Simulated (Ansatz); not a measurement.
## Run report: ZnPH4ClO, molecular dynamics (part 5 of 5)

The same run, continued: ZnPH4ClO; RKS B3LYP/def2-SVP (Ansatz 0.2.0). It belongs to a series of runs on one base structure; here: dynamics from the highest image of the converged band.

Geometry of the input (Å):
```
Zn -0.3912  -0.3988  -0.0820
Cl 0.3104  -0.5465  2.2176
O  0.6824  -0.2064  -1.5053
H  0.1887  -0.1692  -2.3354
P  -2.7278  -0.6149  0.6269
H  -2.8797  -1.7665  1.4478
H  -3.0219  0.3563  1.6237
H  -1.1930  -0.6022  1.6968
```

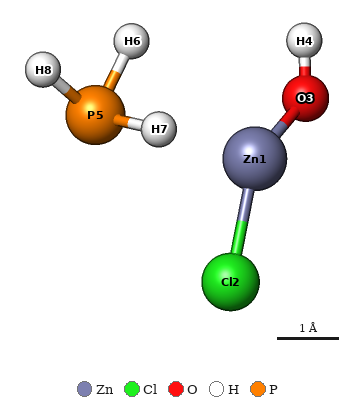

The geometry at step 175 of the log (ball-and-stick view, seen at a tilt; atoms are numbered from 1 in the order of the input).

**Trajectory as extended XYZ, continued**
```
8
Properties=species:S:1:pos:R:3:forces:R:3 step=150 time_fs=75.0 energy=-72330.91328 temperature=1122.1
Zn   -0.2299   -0.2779    0.0228    0.4200  -0.2044  -1.8872
Cl    0.3685   -0.4908    1.9367    0.4872  -0.0114   2.4718
O     0.7201   -0.4512   -1.4939   -0.8135   0.2224  -0.6934
H     0.2768   -0.3482   -2.3553    0.2064  -0.0439   0.3702
P    -3.0288   -0.8225    0.8247   -0.2140   0.3269   0.2545
H    -3.2931   -0.8230   -0.5624   -0.4334  -0.1840  -0.3896
H    -3.3833    0.5482    0.9037    0.3421   0.3974   0.0561
H    -4.3577   -1.0931    1.2727    0.0052  -0.5030  -0.1825
8
Properties=species:S:1:pos:R:3:forces:R:3 step=152 time_fs=76.0 energy=-72330.92760 temperature=1140.5
Zn   -0.2240   -0.2771    0.0222    0.4252  -0.2041  -1.7793
Cl    0.3702   -0.4894    1.9411    0.4295  -0.0030   2.3642
O     0.7103   -0.4516   -1.4997   -0.7681   0.2116  -0.7206
H     0.2649   -0.3528   -2.3601    0.1959  -0.0388   0.3686
P    -3.0377   -0.8280    0.8254   -0.8689   0.5866   0.1935
H    -3.2751   -0.7869   -0.5793   -0.3763  -0.2161  -0.1475
H    -3.3510    0.5726    0.9030    0.3917  -0.0167   0.1055
H    -4.4156   -1.0733    1.2464    0.5710  -0.3194  -0.3844
8
Properties=species:S:1:pos:R:3:forces:R:3 step=155 time_fs=77.5 energy=-72330.91714 temperature=1127.3
Zn   -0.2149   -0.2760    0.0210    0.4375  -0.2086  -1.5863
Cl    0.3731   -0.4874    1.9490    0.3367   0.0120   2.1718
O     0.6947   -0.4519   -1.5091   -0.5271   0.1599  -0.4176
H     0.2501   -0.3602   -2.3615    0.0054   0.0046   0.0240
P    -3.0516   -0.8359    0.8264   -1.5254   1.0094  -0.1353
H    -3.2547   -0.7368   -0.6062   -0.2748  -0.2820   0.2908
H    -3.2955    0.6076    0.9040    0.3752  -0.5810   0.1732
H    -4.4910   -1.0487    1.1998    1.1724  -0.1144  -0.5204
8
Properties=species:S:1:pos:R:3:forces:R:3 step=157 time_fs=78.5 energy=-72330.90760 temperature=1115.4
Zn   -0.2088   -0.2753    0.0198    0.4454  -0.2146  -1.4368
Cl    0.3751   -0.4860    1.9549    0.2739   0.0238   2.0262
O     0.6838   -0.4520   -1.5158   -0.3243   0.1205  -0.1416
H     0.2406   -0.3652   -2.3617   -0.1626   0.0384  -0.2808
P    -3.0614   -0.8408    0.8271   -1.7008   1.2277  -0.4045
H    -3.2445   -0.7067   -0.6213   -0.2120  -0.3324   0.5365
H    -3.2540    0.6248    0.9066    0.3074  -0.8420   0.2139
H    -4.5280   -1.0340    1.1627    1.3730  -0.0215  -0.5129
8
Properties=species:S:1:pos:R:3:forces:R:3 step=159 time_fs=79.5 energy=-72330.91691 temperature=1127.6
Zn   -0.2026   -0.2746    0.0184    0.4502  -0.2224  -1.2701
Cl    0.3772   -0.4846    1.9614    0.2119   0.0371   1.8697
O     0.6728   -0.4521   -1.5225   -0.1810   0.0955   0.0022
H     0.2295   -0.3698   -2.3644   -0.2674   0.0571  -0.4567
P    -3.0718   -0.8454    0.8276   -1.6760   1.3522  -0.6489
H    -3.2363   -0.6798   -0.6313   -0.1566  -0.3792   0.6974
H    -3.2096    0.6341    0.9113    0.2065  -0.9847   0.2519
H    -4.5520   -1.0196    1.1207    1.4125   0.0444  -0.4455
8
Properties=species:S:1:pos:R:3:forces:R:3 step=161 time_fs=80.5 energy=-72330.95505 temperature=1176.6
Zn   -0.1963   -0.2740    0.0169    0.4506  -0.2315  -1.0878
Cl    0.3794   -0.4832    1.9685    0.1518   0.0518   1.7046
O     0.6617   -0.4520   -1.5292   -0.1538   0.0927  -0.0967
H     0.2160   -0.3739   -2.3714   -0.2516   0.0527  -0.3942
P    -3.0826   -0.8495    0.8280   -1.4627   1.3628  -0.8369
H    -3.2297   -0.6565   -0.6347   -0.1072  -0.4144   0.7549
H    -3.1633    0.6339    0.9184    0.0858  -1.0037   0.2883
H    -4.5625   -1.0047    1.0745    1.2870   0.0897  -0.3323
8
Properties=species:S:1:pos:R:3:forces:R:3 step=164 time_fs=82.0 energy=-72331.04556 temperature=1292.6
Zn   -0.1868   -0.2731    0.0143    0.4469  -0.2474  -0.7937
Cl    0.3827   -0.4810    1.9799    0.0656   0.0759   1.4454
O     0.6448   -0.4518   -1.5395   -0.2831   0.1144  -0.5858
H     0.1917   -0.3791   -2.3880   -0.0532   0.0191   0.0358
P    -3.0997   -0.8549    0.8280   -0.8024   1.1423  -0.9722
H    -3.2214   -0.6290   -0.6265   -0.0353  -0.4305   0.6333
H    -3.0925    0.6161    0.9343   -0.1026  -0.8051   0.3425
H    -4.5563   -0.9806    0.9997    0.7642   0.1313  -0.1053
8
Properties=species:S:1:pos:R:3:forces:R:3 step=166 time_fs=83.0 energy=-72331.09498 temperature=1356.0
Zn   -0.1804   -0.2725    0.0124    0.4469  -0.2596  -0.5937
Cl    0.3849   -0.4796    1.9880    0.0102   0.0928   1.2675
O     0.6334   -0.4516   -1.5468   -0.3732   0.1260  -0.9050
H     0.1745   -0.3823   -2.3992    0.0802   0.0000   0.3187
P    -3.1114   -0.8580    0.8276   -0.1637   0.8351  -0.9418
H    -3.2165   -0.6158   -0.6133    0.0180  -0.4085   0.4161
H    -3.0464    0.5943    0.9490   -0.2131  -0.5374   0.3796
H    -4.5423   -0.9631    0.9482    0.1949   0.1516   0.0586
8
Properties=species:S:1:pos:R:3:forces:R:3 step=168 time_fs=84.0 energy=-72331.11364 temperature=1380.0
Zn   -0.1739   -0.2720    0.0104    0.4531  -0.2726  -0.3990
Cl    0.3871   -0.4781    1.9964   -0.0438   0.1097   1.0875
O     0.6217   -0.4514   -1.5546   -0.3890   0.1248  -1.0543
H     0.1581   -0.3855   -2.4076    0.1321  -0.0051   0.4396
P    -3.1232   -0.8609    0.8269    0.5476   0.4171  -0.8021
H    -3.2114   -0.6065   -0.5961    0.0800  -0.3570   0.1073
H    -3.0022    0.5675    0.9673   -0.2974  -0.1950   0.4162
H    -4.5265   -0.9441    0.8973   -0.4826   0.1782   0.2048
8
Properties=species:S:1:pos:R:3:forces:R:3 step=170 time_fs=85.0 energy=-72331.10206 temperature=1365.6
Zn   -0.1674   -0.2715    0.0083    0.4673  -0.2858  -0.2150
Cl    0.3893   -0.4766    2.0051   -0.0968   0.1258   0.9069
O     0.6098   -0.4510   -1.5630   -0.3049   0.1098  -0.9823
H     0.1428   -0.3888   -2.4118    0.0750   0.0052   0.3505
P    -3.1349   -0.8636    0.8260    1.1663  -0.0649  -0.5652
H    -3.2054   -0.6006   -0.5780    0.1522  -0.2787  -0.2536
H    -2.9609    0.5387    0.9895   -0.3501   0.1658   0.4470
H    -4.5153   -0.9234    0.8483   -1.1090   0.2228   0.3118
8
Properties=species:S:1:pos:R:3:forces:R:3 step=173 time_fs=86.5 energy=-72331.07690 temperature=1333.9
Zn   -0.1574   -0.2709    0.0052    0.5004  -0.3028   0.0352
Cl    0.3926   -0.4742    2.0187   -0.1737   0.1473   0.6393
O     0.5916   -0.4504   -1.5767   -0.0401   0.0730  -0.5693
H     0.1208   -0.3935   -2.4128   -0.1649   0.0375  -0.0661
P    -3.1516   -0.8678    0.8244    1.4783  -0.7116  -0.1598
H    -3.1936   -0.5964   -0.5563    0.2716  -0.1372  -0.7329
H    -2.9053    0.4995    1.0310   -0.3854   0.5686   0.4561
H    -4.5193   -0.8881    0.7806   -1.4861   0.3252   0.3975
8
Properties=species:S:1:pos:R:3:forces:R:3 step=175 time_fs=87.5 energy=-72331.08857 temperature=1348.9
Zn   -0.1507   -0.2705    0.0031    0.5248  -0.3103   0.1856
Cl    0.3947   -0.4726    2.0279   -0.2220   0.1592   0.4656
O     0.5794   -0.4499   -1.5863    0.1286   0.0524  -0.2956
H     0.1045   -0.3962   -2.4136   -0.3231   0.0556  -0.3304
P    -3.1622   -0.8709    0.8232    1.1607  -0.9348   0.0059
H    -3.1826   -0.5955   -0.5500    0.3448  -0.0543  -0.8819
H    -2.8727    0.4795    1.0640   -0.4065   0.6431   0.4145
H    -4.5392   -0.8609    0.7401   -1.2073   0.3890   0.4362
8
Properties=species:S:1:pos:R:3:forces:R:3 step=177 time_fs=88.5 energy=-72331.12256 temperature=1392.2
Zn   -0.1439   -0.2702    0.0011    0.5465  -0.3138   0.3243
Cl    0.3968   -0.4710    2.0373   -0.2666   0.1688   0.2978
O     0.5673   -0.4494   -1.5961    0.1912   0.0449  -0.2097
H     0.0851   -0.3984   -2.4174   -0.3763   0.0607  -0.4004
P    -3.1724   -0.8742    0.8220    0.5764  -0.9185   0.0123
H    -3.1684   -0.5951   -0.5520    0.3977   0.0006  -0.8266
H    -2.8441    0.4656    1.1010   -0.4447   0.5404   0.3220
H    -4.5705   -0.8299    0.7038   -0.6241   0.4169   0.4804
8
Properties=species:S:1:pos:R:3:forces:R:3 step=180 time_fs=90.0 energy=-72331.16682 temperature=1448.8
Zn   -0.1335   -0.2698   -0.0019    0.5713  -0.3132   0.5098
Cl    0.3998   -0.4684    2.0516   -0.3250   0.1795   0.0599
O     0.5494   -0.4486   -1.6110    0.0367   0.0577  -0.4935
H     0.0497   -0.4007   -2.4297   -0.2082   0.0439  -0.0818
P    -3.1875   -0.8797    0.8202   -0.3220  -0.5262  -0.2313
H    -3.1398   -0.5944   -0.5689    0.4170   0.0252  -0.4079
H    -2.8094    0.4537    1.1619   -0.5329   0.1638   0.0997
H    -4.6265   -0.7761    0.6581    0.3632   0.3693   0.5450
8
Properties=species:S:1:pos:R:3:forces:R:3 step=182 time_fs=91.0 energy=-72331.16865 temperature=1451.3
Zn   -0.1265   -0.2696   -0.0038    0.5855  -0.3113   0.6147
Cl    0.4016   -0.4667    2.0611   -0.3576   0.1848  -0.0887
O     0.5374   -0.4480   -1.6213   -0.1418   0.0717  -0.7750
H     0.0234   -0.4016   -2.4394   -0.0236   0.0281   0.2340
P    -3.1976   -0.8836    0.8189   -0.7415  -0.1568  -0.4587
H    -3.1158   -0.5937   -0.5857    0.3866   0.0170  -0.0195
H    -2.7924    0.4482    1.2039   -0.5910  -0.1243  -0.0753
H    -4.6608   -0.7357    0.6341    0.8835   0.2908   0.5686
8
Properties=species:S:1:pos:R:3:forces:R:3 step=184 time_fs=92.0 energy=-72331.15526 temperature=1434.5
Zn   -0.1194   -0.2694   -0.0056    0.6020  -0.3103   0.7003
Cl    0.4034   -0.4648    2.0706   -0.3853   0.1893  -0.2296
O     0.5254   -0.4473   -1.6321   -0.2753   0.0813  -0.9420
H    -0.0032   -0.4023   -2.4468    0.1100   0.0183   0.4483
P    -3.2080   -0.8875    0.8175   -0.9841   0.1919  -0.6570
H    -3.0881   -0.5929   -0.6026    0.3288   0.0042   0.3550
H    -2.7812    0.4416    1.2453   -0.6279  -0.3683  -0.2430
H    -4.6869   -0.6926    0.6155    1.2318   0.1937   0.5680
8
Properties=species:S:1:pos:R:3:forces:R:3 step=186 time_fs=93.0 energy=-72331.14704 temperature=1424.2
Zn   -0.1122   -0.2693   -0.0073    0.6236  -0.3114   0.7649
Cl    0.4051   -0.4630    2.0800   -0.4085   0.1932  -0.3630
O     0.5132   -0.4466   -1.6434   -0.3042   0.0832  -0.9040
H    -0.0289   -0.4028   -2.4502    0.1310   0.0183   0.4729
P    -3.2186   -0.8914    0.8159   -1.0719   0.4605  -0.7859
H    -3.0572   -0.5920   -0.6162    0.2542  -0.0040   0.6568
H    -2.7759    0.4315    1.2843   -0.6304  -0.5333  -0.3824
H    -4.7012   -0.6476    0.6023    1.4062   0.0933   0.5407
8
Properties=species:S:1:pos:R:3:forces:R:3 step=189 time_fs=94.5 energy=-72331.17671 temperature=1462.5
Zn   -0.1013   -0.2692   -0.0097    0.6652  -0.3173   0.8242
Cl    0.4073   -0.4601    2.0939   -0.4360   0.1986  -0.5495
O     0.4947   -0.4455   -1.6614   -0.1360   0.0741  -0.4847
H    -0.0654   -0.4032   -2.4473   -0.0623   0.0343   0.1742
P    -3.2353   -0.8970    0.8130   -0.9685   0.6438  -0.8189
H    -3.0067   -0.5907   -0.6243    0.1351   0.0029   0.9140
H    -2.7791    0.4066    1.3357   -0.5528  -0.6040  -0.5057
H    -4.6975   -0.5787    0.5920    1.3552  -0.0326   0.4464
8
Properties=species:S:1:pos:R:3:forces:R:3 step=191 time_fs=95.5 energy=-72331.22457 temperature=1523.9
Zn   -0.0938   -0.2692   -0.0111    0.6955  -0.3228   0.8440
Cl    0.4087   -0.4581    2.1030   -0.4500   0.2018  -0.6647
O     0.4822   -0.4447   -1.6738    0.0401   0.0662  -0.1129
H    -0.0901   -0.4031   -2.4428   -0.2601   0.0484  -0.1050
P    -3.2467   -0.9004    0.8107   -0.7628   0.5910  -0.7357
H    -2.9712   -0.5898   -0.6191    0.0657   0.0229   0.9452
H    -2.7880    0.3829    1.3641   -0.4404  -0.5306  -0.5146
H    -4.6788   -0.5329    0.5906    1.1119  -0.0770   0.3437
8
Properties=species:S:1:pos:R:3:forces:R:3 step=193 time_fs=96.5 energy=-72331.28039 temperature=1595.5
Zn   -0.0863   -0.2692   -0.0124    0.7238  -0.3283   0.8534
Cl    0.4100   -0.4560    2.1120   -0.4609   0.2044  -0.7723
O     0.4697   -0.4439   -1.6862    0.1484   0.0645   0.1519
H    -0.1174   -0.4025   -2.4393   -0.3899   0.0566  -0.2732
P    -3.2584   -0.9037    0.8082   -0.4580   0.3811  -0.5775
H    -2.9350   -0.5886   -0.6050    0.0148   0.0559   0.8675
H    -2.8010    0.3542    1.3876   -0.2777  -0.3664  -0.4555
H    -4.6496   -0.4879    0.5925    0.6994  -0.0679   0.2057
8
Properties=species:S:1:pos:R:3:forces:R:3 step=195 time_fs=97.5 energy=-72331.32428 temperature=1651.7
Zn   -0.0787   -0.2693   -0.0136    0.7472  -0.3327   0.8554
Cl    0.4111   -0.4539    2.1207   -0.4690   0.2062  -0.8720
O     0.4573   -0.4430   -1.6986    0.1017   0.0738   0.2061
H    -0.1482   -0.4014   -2.4383   -0.3619   0.0536  -0.2303
P    -3.2702   -0.9069    0.8056   -0.0819   0.0142  -0.3578
H    -2.8988   -0.5870   -0.5825   -0.0093   0.1016   0.6900
H    -2.8167    0.3220    1.4068   -0.0698  -0.1270  -0.3261
H    -4.6137   -0.4435    0.5964    0.1428   0.0103   0.0347
8
Properties=species:S:1:pos:R:3:forces:R:3 step=198 time_fs=99.0 energy=-72331.33188 temperature=1661.7
Zn   -0.0670   -0.2696   -0.0151    0.7725  -0.3368   0.8442
Cl    0.4125   -0.4506    2.1333   -0.4763   0.2069  -1.0068
O     0.4387   -0.4416   -1.7169   -0.2278   0.1042  -0.0092
H    -0.2004   -0.3988   -2.4400   -0.0549   0.0317   0.1317
P    -3.2880   -0.9117    0.8014    0.4388  -0.7217   0.0348
H    -2.8444   -0.5825   -0.5374    0.0152   0.1895   0.2831
H    -2.8408    0.2723    1.4304    0.2868   0.2908  -0.0275
H    -4.5593   -0.3762    0.6022   -0.7543   0.2354  -0.2502
8
Properties=species:S:1:pos:R:3:forces:R:3 step=200 time_fs=100.0 energy=-72331.30652 temperature=1629.7
Zn   -0.0591   -0.2698   -0.0159    0.7841  -0.3386   0.8244
Cl    0.4133   -0.4484    2.1414   -0.4781   0.2061  -1.0870
O     0.4263   -0.4406   -1.7292   -0.4727   0.1260  -0.1476
H    -0.2362   -0.3967   -2.4402    0.1766   0.0157   0.3710
P    -3.2997   -0.9151    0.7986    0.5683  -1.1443   0.2856
H    -2.8081   -0.5773   -0.5033    0.0660   0.2512  -0.0218
H    -2.8539    0.2421    1.4453    0.5022   0.5133   0.1889
H    -4.5307   -0.3289    0.6034   -1.1464   0.3707  -0.4136
```
